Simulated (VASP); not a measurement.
Here is the system:

```xyz
6
Lattice="3.9030 0.0000 0.0000 0.0000 3.9030 0.0000 0.0000 0.0000 7.0287" Properties=species:S:1:pos:R:3 pbc="T T T"
Gd     0.0000     1.9515     2.3197
Gd     1.9515     0.0000     4.7090
Mn     0.0000     0.0000     0.0000
Mn     1.9515     1.9515     0.0000
Si     0.0000     1.9515     5.6386
Si     1.9515     0.0000     1.3901
```

Calculation: PBEsol GGA, VASP's PBE PAW potentials (set 64) (plane waves; VASP). Run with 400 eV cut-off, 9×9×5 Γ-centred mesh, tetrahedra with Blöchl corrections, potentials Gd_3 Mn_pv Si.

The 4f electrons are frozen in the core of the lanthanide potential, so 4f levels, which can set the real gap, and their magnetism are missing. The run has a spin-polarised start.

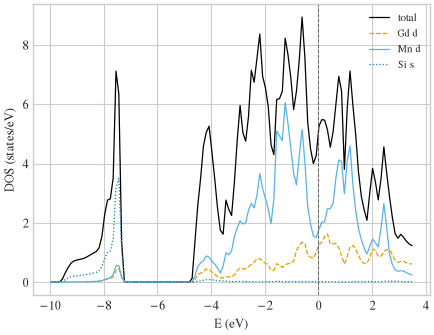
Figure. Total and projected density of states, zero at the Fermi level

Within 2 eV below the Fermi level the largest weight inside VASP's projection spheres is Mn d, then Gd d.

It has no gap at this level: it comes out as a metal or semimetal.

The structure comes from a computed database's GdMnSi entry (P4/nmm); how it stands against other phases isn't given here. It was relaxed first, which changed the volume by -9 %.
